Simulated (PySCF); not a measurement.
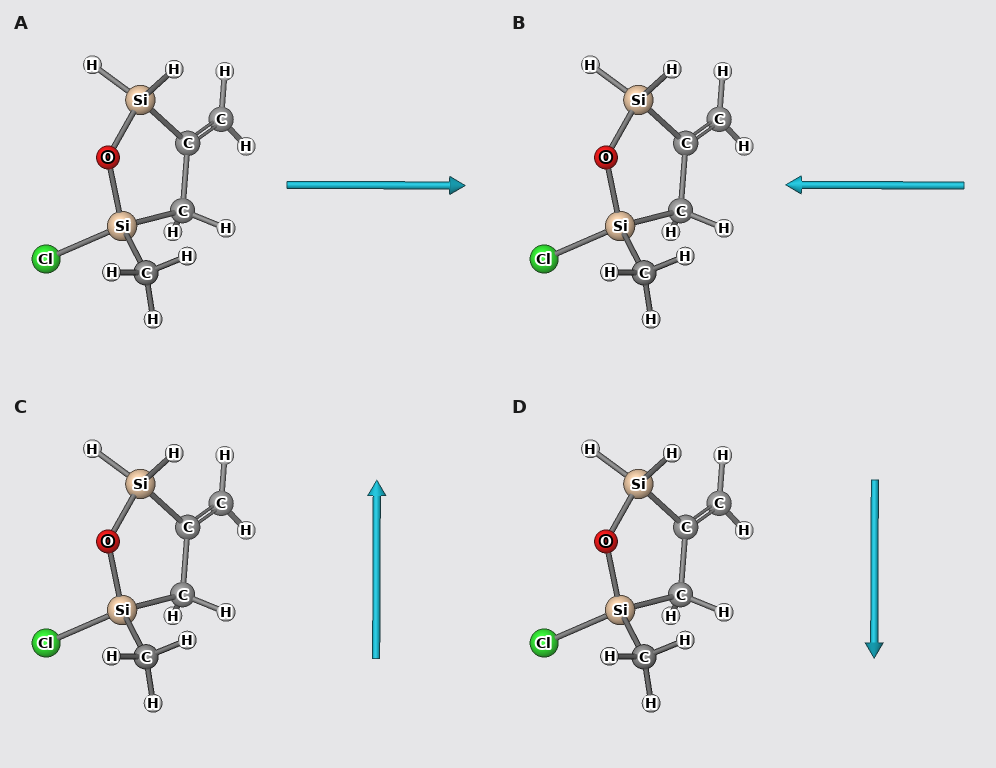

The same molecule four times, each with an arrow. The computed structure is the end point of a GFN2-xTB optimisation. No frequency run is at hand to confirm it as a minimum. Level of theory: ωB97X-D/def2-SVPD, gas phase (PySCF 2.14.0).

### Which arrow points along the dipole moment, from the negative to the positive end?

A. The dipole moment is 2.30 D.

The geometry is semi-empirical. Around Si such bond lengths and angles can be off by a tenth of an ångström or more and by several degrees, and values that hang on the shape move with them.
